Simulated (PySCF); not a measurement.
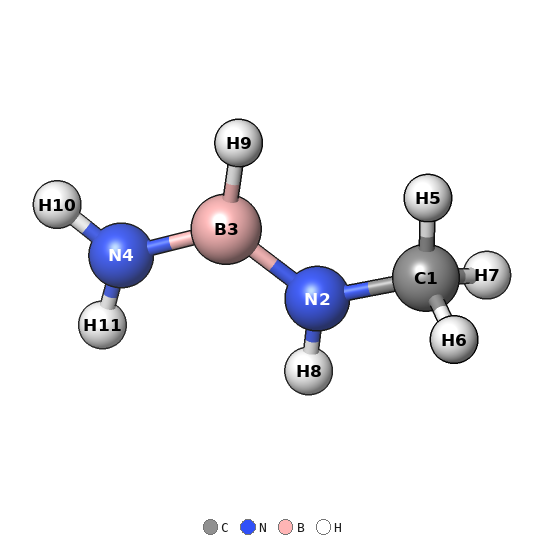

The computed structure is the end point of a PBE0-D3(BJ)/def2-SVP optimisation. No frequency run is at hand to confirm it as a minimum. Method: delta-SCF UKS SCAN, pcX-2 on the ionised atom, pcseg-1 elsewhere, spin-free X2C (PySCF 2.14.0).

Give the core-electron binding energies (to vacuum) of C1 1s, N2 1s, B3 1s, N4 1s.

| atom | level | binding energy (eV) |
| --- | --- | --- |
| C1 | 1s | 291.5 |
| N2 | 1s | 404.5 |
| B3 | 1s | 195.3 |
| N4 | 1s | 404.6 |
